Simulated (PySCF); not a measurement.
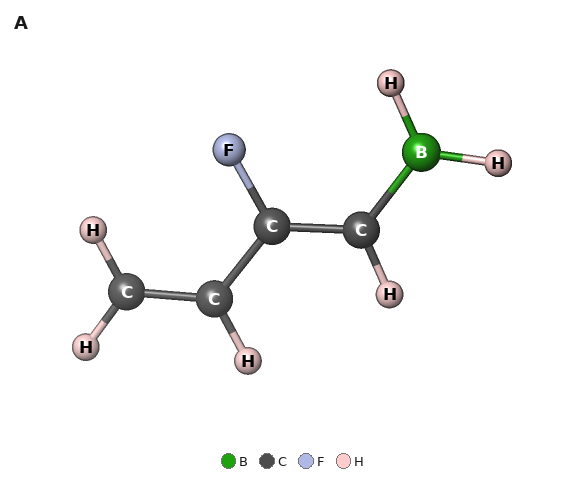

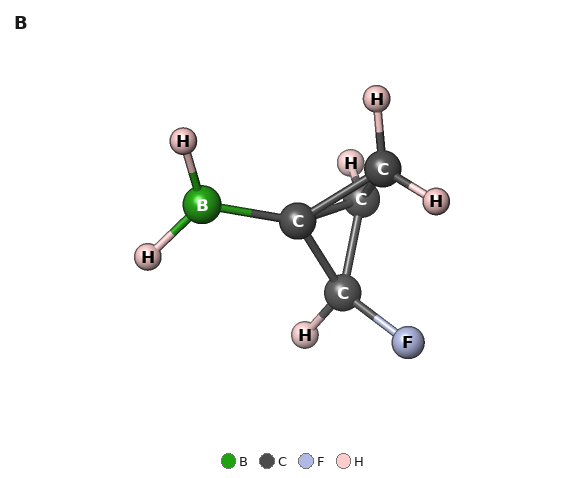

2 stationary structures of one formula. Geometries: GFN2-xTB. Electronic energies: PBE0/pcSseg-1 (PySCF 2.14.0), without zero-point energy. No frequency run is at hand to confirm each as a minimum. Each is one conformer, not always the lowest.

**How are they related?**

They are constitutional isomers of C4H6BF: A `B/C=C(\F)C=C`, B `B[C@]12C[C@H]1[C@H]2F`.

**Rank them by energy, lowest first.**

A is lowest; B lies 86.2 kJ/mol above it.

The geometry is semi-empirical. Around B such bond lengths and angles can be off by a tenth of an ångström or more and by several degrees, and values that hang on the shape move with them.
